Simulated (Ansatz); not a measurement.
**KLi (Lithium Potassium) at HF/def2-TZVP**

Aim: the energy change on altering one bond length of KLi (Lithium Potassium) at HF/def2-TZVP, from 2 runs. 

Program for the calculation: Ansatz 0.2.0.

38 further runs of the same task are left out: 38 set aside as unsound or not needed.

## Step 1: The system as given

KLi: 2 atoms, total charge 0, spin state singlet. SMILES: `[Li][K]`. Geometry: the measured bond length.

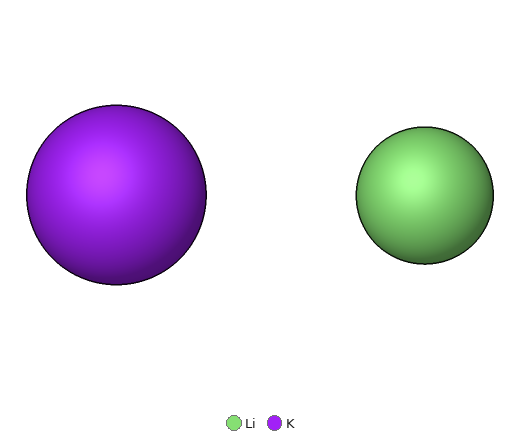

Viewed from a chosen angle; lithium green, potassium purple.

## Step 2: The energy at HF/def2-TZVP

input.yaml reads:

```yaml
crystal:
  periodic: [false, false, false]
  atoms:
    - {symbol: Li, position_ang: [0.000000, 0.000000, 0.000000]}
    - {symbol: K, position_ang: [0.000000, 0.000000, 3.270000]}
basis:
  gaussian:
    orbitals: def2-TZVP
output: {orbitals: {seedname: orbitals}}
hamiltonian:
  xc: hf
accuracy: high
```

Run with:

```
$ ansatz run input.yaml --threads 1 --pin off --max-ram 3480MiB --events-out events.jsonl --progress --plain --runs-dir runs
```

Output:

```text
Warning: RAYON_NUM_THREADS=1 ignored (pool sized by the plan → 1); use --threads N
Functional definition: HF
  name "HF"
  exchange = exact_x
  correlation = 0
820 factors; integrals over basis functions are off by at most 4.0e-9 eV
mean field evaluation 1: about -16505.9424 eV, gradient 3.1e0 eV
mean field evaluation 2: about -16505.9428 eV, gradient 3.1e0 eV
mean field evaluation 4: about -16506.0036 eV, gradient 4.2e-1 eV
mean field evaluation 8: about -16506.0053 eV, gradient 3.1e-4 eV
mean field evaluation 16: about -16497.9091 eV, gradient 6.0e0 eV
mean field -16506.00531035 eV, -606.5845069830 hartree, gradient 7.3e-9 eV, S^2 0.000000; 0 other end points of the search recorded, 0 dependent functions left out
reference -16506.00531035 eV, -606.5845069830 hartree; 11, 11 occupied and 36, 36 virtual orbitals, 820 factors
Total energy: -16506.00531035 eV, -606.5845069830 hartree
```

It took 0.99 s on 1 thread of Intel Xeon Platinum 8488C (Sapphire Rapids), shared host; peak memory 0.097 GiB.

## Step 3: The distorted shape, same level

input.yaml reads:

```yaml
crystal:
  periodic: [false, false, false]
  atoms:
    - symbol: Li
      position_ang: [0.000000, 0.000000, -0.981000]
    - symbol: K
      position_ang: [0.000000, 0.000000, 3.270000]
basis:
  gaussian:
    orbitals: def2-TZVP
hamiltonian:
  xc: hf
accuracy: high
output: {orbitals: {seedname: orbitals}}
```

Run with:

```
$ ansatz run input.yaml --threads 1 --pin off --max-ram 3480MiB --events-out events.jsonl --progress --plain --runs-dir runs
```

Output:

```text
Warning: RAYON_NUM_THREADS=1 ignored (pool sized by the plan → 1); use --threads N
Functional definition: HF
  name "HF"
  exchange = exact_x
  correlation = 0
805 factors; integrals over basis functions are off by at most 3.8e-9 eV
mean field evaluation 1: about -16505.8165 eV, gradient 2.7e0 eV
mean field evaluation 2: about -16505.8168 eV, gradient 2.7e0 eV
mean field evaluation 4: about -16505.8719 eV, gradient 3.2e-1 eV
mean field evaluation 8: about -16505.8729 eV, gradient 1.7e-4 eV
mean field -16505.87289187 eV, -606.5796406936 hartree, gradient 2.5e-8 eV, S^2 0.000000; 0 other end points of the search recorded, 0 dependent functions left out
reference -16505.87289187 eV, -606.5796406936 hartree; 11, 11 occupied and 36, 36 virtual orbitals, 805 factors
Total energy: -16505.87289187 eV, -606.5796406936 hartree
```

Run time: 0.83 s. Hardware: 1 thread of Intel Xeon Platinum 8488C (Sapphire Rapids), shared host; peak memory 0.098 GiB.

## Step 4: Results

Level: HF/def2-TZVP.

| quantity | value |
| --- | --- |
| first shape: total energy | -606.58451 Eh |
| first shape: HOMO energy | -4.19 eV |
| first shape: LUMO energy | 0.15 eV |
| first shape: HOMO–LUMO gap | 4.34 eV |
| distorted shape: total energy | -606.57964 Eh |
| distorted shape: HOMO energy | -3.83 eV |
| distorted shape: LUMO energy | -0.11 eV |
| distorted shape: HOMO–LUMO gap | 3.72 eV |
| energy change with the Li1–K2 bond stretched from 3.270 to 4.251 Å | 0.132 eV |

**Reading.** With the Li1–K2 bond stretched from 3.270 to 4.251 Å the energy rises by 0.13 eV (3.1 kcal/mol). The first shape isn't relaxed at this level, so the change isn't measured from a minimum.
